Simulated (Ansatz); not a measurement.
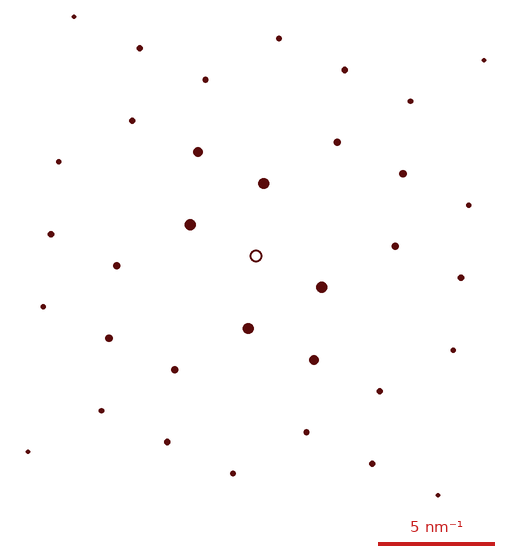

Computed electron diffraction pattern, 80 kV, single scattering only, B = 0.5 Å².

It belongs to Si, space group Fd-3m (No. 227), a = 5.470 Å. Structure: the input geometry of an electronic-structure calculation (not necessarily at equilibrium).

Determine the zone axis from the geometry of the pattern.

The spots form a centred rectangular net with both shortest vectors at d = 3.16 Å, 70.5° apart. They index as -1 1 -1 and -1 1 1, so the zone axis is [110] (or an equivalent direction of <110>).
